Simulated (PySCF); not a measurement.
The calculation's input:

```
{"job": {"kind": "nmr", "xc": "PBE0", "basis": "pcSseg-1"}, "charge": 0, "multiplicity": 1}
Si     2.964824    -0.130735     0.575067
O      1.598659     0.200486    -0.233060
Si     0.044666     0.284842    -0.678966
C     -1.193665     1.166237     0.474479
C     -2.103492    -0.079918     0.469155
C     -1.139128    -1.114330    -0.148300
H      3.533607     1.164327     0.941834
H      2.637815    -0.932974     1.753572
H      3.798578    -0.871607    -0.368230
H      0.103982     0.673237    -2.084243
H     -1.687565     2.066821     0.118514
H     -0.807301     1.380293     1.469673
H     -2.962645     0.076586    -0.181373
H     -2.471746    -0.356857     1.456032
H     -1.597816    -1.734851    -0.914141
H     -0.726369    -1.782612     0.606058
```

Run with:

```sh
OMP_NUM_THREADS=1 python probes_run.py task.json out
```

Geometry: GFN2-xTB.

The calculation used PySCF 2.14.0, PBE0/pcSseg-1, SCF density, gas phase, non-relativistic.

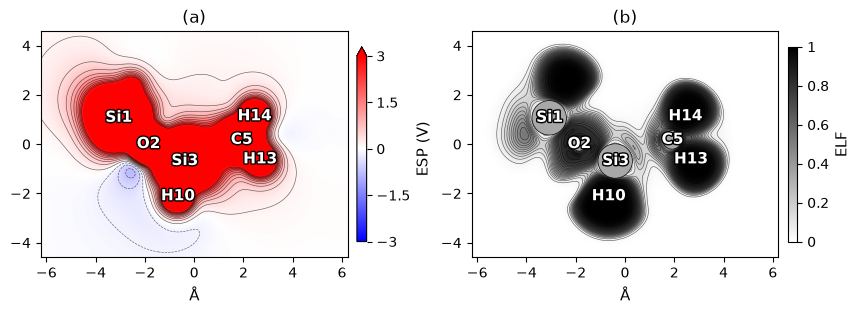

C3H10OSi2 (SMILES [SiH3]O[SiH]1CCC1). (a) electrostatic potential; (b) ELF on the plane of atoms H13, C5 and H14. Grey discs cover the atomic cores in the ELF map.

> What does the map show?

- Atoms in the plane: Si, O, C and H.
- Si–O (1.62 Å): the ELF peaks at about 0.85 between the atoms, as expected for a polar covalent bond.
- C–H (1.09 Å): the ELF climbs to about 1 towards the hydrogen, as it does in any bond to H: an ordinary covalent bond to hydrogen.
- Si–H (1.46 Å): the ELF climbs to about 1 towards the hydrogen.
- The ELF also peaks beside O2, away from the bonds: lone-pair regions.
- Outside the dense part of the molecule the potential is most negative (−0.8 V) near O2.
